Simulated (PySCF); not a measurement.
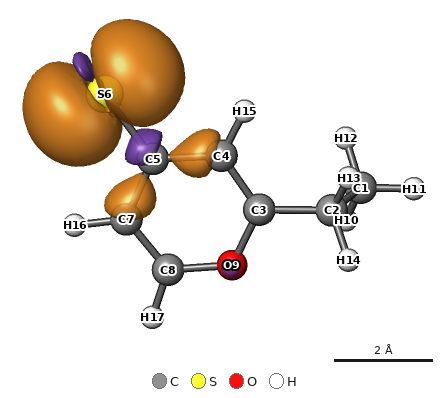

C₇H₈OS (charge +1, doublet). Isosurfaces of the spin density at +0.015 (orange) and −0.015 e/Å³ (purple), seen at a tilt.

Geometry: GFN2-xTB.

Computed with UKS B3LYP, pcH-1 on C H O S, non-relativistic, mean-field spin-orbit, GIAO in PySCF.

```xyz
17

C    -2.4302   -0.4251   -0.2478
C    -1.4006    0.4652   -0.9629
C    -0.0525    0.2440   -0.3774
C     0.4311    0.9222    0.7176
C     1.7076    0.6114    1.2358
S     2.3454    1.4255    2.5715
C     2.4289   -0.4244    0.5775
C     1.8599   -1.0352   -0.4945
O     0.6646   -0.7116   -0.9589
H    -2.1773   -1.4756   -0.3630
H    -3.4083   -0.2561   -0.6882
H    -2.4843   -0.1867    0.8111
H    -1.6894    1.5102   -0.8534
H    -1.3771    0.2021   -2.0210
H    -0.1675    1.6928    1.1762
H     3.4072   -0.7165    0.9209
H     2.3356   -1.8303   -1.0535
```

Describe the spin distribution.

The unpaired spin (1 electron) lies mostly on S6 (about 0.9), in electrons by Hirshfeld's partition.
